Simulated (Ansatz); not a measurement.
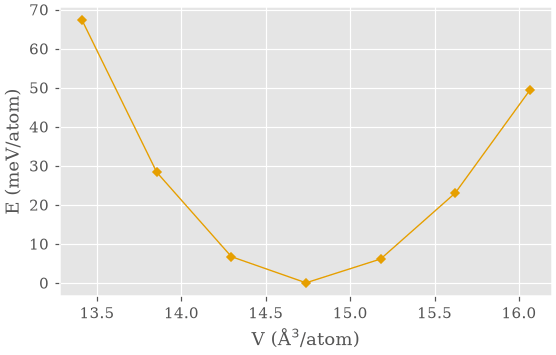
Fig. 1. TiSi in space group Pnma (No. 62; Ti on 4c, Si on 4c) under volume change, plane-wave PAW r²SCAN (Ansatz code), shape and atoms relaxed at each volume.

Q: What does a third-order Birch–Murnaghan fit give for V₀, B₀ and B′?

A: V₀ = 14.74 Å³/atom, B₀ = 154 GPa, B′ = 4.1.

The workflow started from a Materials Project entry (that database holds measured and hypothetical structures alike); the Crystallography Open Database copy checked does not list it. COD files the formula under space group No. 25, so this cell is another polymorph or a model. Whether it is the stable phase at ambient conditions was not checked. Symmetry was held in the r²SCAN relaxation; its stability against distortions is not shown here. No spin polarisation was allowed.

Potentials: the later of the program's two PAW sets.
